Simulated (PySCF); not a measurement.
# GeO (SMILES [O]=[Ge]): BLYP/cc-pVTZ

Aim: the energy change on altering one bond length of GeO at BLYP/cc-pVTZ, from 2 runs. Input form: a Python script.

The calculation is run with PySCF 2.14.0.

9 further runs of the same task are left out: 4 that didn't finish, 5 set aside as unsound or not needed.

## (1) Starting point

GeO: 2 atoms, total charge 0, spin state singlet. As SMILES, `[O]=[Ge]`. Geometry: a GFN2-xTB relaxation, a rough one for these elements and not checked as a minimum.

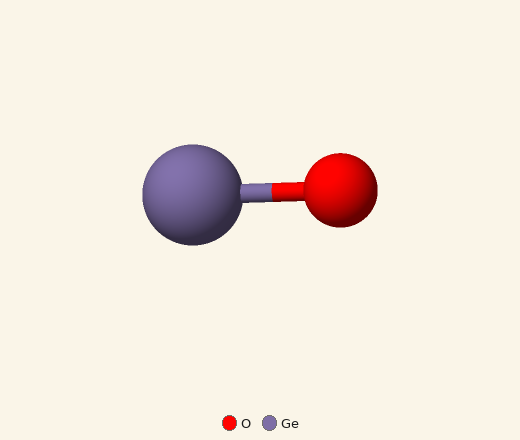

The structure, seen from a chosen angle (oxygen red, germanium purple).

## (2) A single-point energy at BLYP/cc-pVTZ

Input file calc.py:

```python
# GeO
from pyscf import gto, dft

mol = gto.M(
    atom='''
O    0.000000   0.000000   0.000000
Ge   0.000000   0.000000   1.576490
''',
    basis='cc-pvtz',
    charge=0,
    max_memory=1860,
    verbose=3,
)

myscf = dft.RKS(mol)
myscf.xc = 'blyp'
myscf.conv_tol = 1e-10
myscf.grids.level = 5
myscf.kernel()
if not myscf.converged:
    myscf = myscf.newton().run(myscf.mo_coeff, myscf.mo_occ)

e_tot = myscf.e_tot
print('E(%s) = %.9f' % ('BLYP', e_tot))
```

The run is started by

```
$ OMP_NUM_THREADS=1 python calc.py
```

The log of the run:

```text
converged SCF energy = -2152.36289934529
E(BLYP) = -2152.362899345
```

Wall time 6 s (1 thread of Arm Neoverse V2, shared host); peak memory 0.34 GiB.

## (3) The distorted shape

Input file input.py:

```python
from pyscf import gto, dft

mol = gto.M(
    atom='''
O      0.000000     0.000000    -3.575003
Ge     0.000000     0.000000     2.979134
''',
    verbose=4,
    unit='bohr',
    basis='cc-pvtz',
    max_memory=1860,
    charge=0,
)

ks = dft.RKS(mol, xc='blyp')
ks.conv_tol = 1e-10
ks.grids.level = 5
ks.kernel()
if not ks.converged:
    ks = ks.newton().run(ks.mo_coeff, ks.mo_occ)

energy = ks.e_tot
print('E = %.10f Eh' % energy)
```

The run is started by

```
$ OMP_NUM_THREADS=1 python input.py
```

The log of the run:

```text
PySCF version 2.14.0

[INPUT] num. atoms = 2
[INPUT] num. electrons = 40
[INPUT] charge = 0
[INPUT] spin (= nelec alpha-beta = 2S) = 0
[INPUT] symmetry False subgroup None
[INPUT] Mole.unit = bohr
[INPUT] Symbol           X                Y                Z      unit          X                Y                Z       unit  Magmom
[INPUT]  1 O      0.000000000000   0.000000000000  -1.891810116571 AA    0.000000000000   0.000000000000  -3.575003000000 Bohr   0.0
[INPUT]  2 Ge     0.000000000000   0.000000000000   1.576489821077 AA    0.000000000000   0.000000000000   2.979134000000 Bohr   0.0

nuclear repulsion = 39.0592994928241
number of shells = 19
number of NR pGTOs = 153
number of NR cGTOs = 73
basis = cc-pvtz
ecp = {}

[... 74 lines left out ...]
SCF not converged.
SCF energy = -2152.09350137221
[... 18 lines left out ...]
    A. D. Becke.,  Phys. Rev. A 38, 3098 (1988)
    C. Lee, W. Yang, and R. G. Parr.,  Phys. Rev. B 37, 785 (1988)
    B. Miehlich, A. Savin, H. Stoll, and H. Preuss.,  Chem. Phys. Lett. 157, 200 (1989)
radial grids:
    Treutler-Ahlrichs [JCP 102, 346 (1995); DOI:10.1063/1.469408] (M4) radial grids

becke partition: Becke, JCP 88, 2547 (1988); DOI:10.1063/1.454033
pruning grids: <function nwchem_prune>
grids dens level: 5
symmetrized grids: False
atomic radii adjust function: <function treutler_atomic_radii_adjust>
small_rho_cutoff = 0
******** <class 'pyscf.dft.rks.RKS'> Newton solver flags ********
SCF tol = 1e-10
conv_tol_grad = None
max. SCF cycles = 50
direct_scf = True
direct_scf_tol = 1e-13
max_cycle_inner = 12
max_stepsize = 0.05
ah_start_tol = 1e+09
ah_level_shift = 0
ah_conv_tol = 1e-12
ah_lindep = 1e-14
ah_start_cycle = 1
ah_max_cycle = 40
ah_grad_trust_region = 2.5
kf_interval = 4
kf_trust_region = 5
canonicalization = True
Set conv_tol_grad to 1e-05
  HOMO = -0.250757040318776  LUMO = -0.168910323288342  gap/eV = 2.22716
Initial guess E= -2152.09350137221  |g|= 0.138976
macro= 0  E= -2152.09758940471  delta_E= -0.00408803  |g|= 0.138976  2 KF 5 JK
macro= 1  E= -2152.09760305491  delta_E= -1.36502e-05  |g|= 0.000318445  2 KF 9 JK
macro= 2  E= -2152.09760305492  delta_E= -9.54969e-12  |g|= 4.19607e-06  1 KF 3 JK
Canonicalize SCF orbitals
macro X = 3  E=-2152.09760305492  |g|= 4.19607e-06  total 6 KF 21 JK
converged SCF energy = -2152.09760305492
E = -2152.0976030549 Eh
```

Run time: 25 s. Hardware: 1 thread of Arm Neoverse V2, shared host; peak memory 0.37 GiB.

## (4) What came out

Level: BLYP/cc-pVTZ.

| quantity | value |
| --- | --- |
| first shape: total energy | -2152.36290 Eh |
| first shape: dipole moment | 2.75 D |
| first shape: HOMO energy | -7.02 eV |
| first shape: LUMO energy | -2.58 eV |
| first shape: HOMO–LUMO gap | 4.44 eV |
| distorted shape: total energy | -2152.09760 Eh |
| distorted shape: dipole moment | 6.22 D |
| distorted shape: HOMO energy | -5.27 eV |
| distorted shape: LUMO energy | -5.01 eV |
| distorted shape: HOMO–LUMO gap | 0.26 eV |
| energy change with the O1–Ge2 bond stretched from 1.576 to 3.468 Å | 7.219 eV |

One bond (distorted shape) is far stretched, which a spin-restricted single reference describes badly; a broken-symmetry solution may lie lower. With the O1–Ge2 bond stretched from 1.576 to 3.468 Å the energy rises by 7.22 eV (166 kcal/mol). The first shape isn't relaxed at this level, so the change isn't measured from a minimum. A restricted reference can't describe the breaking bond well at this length.
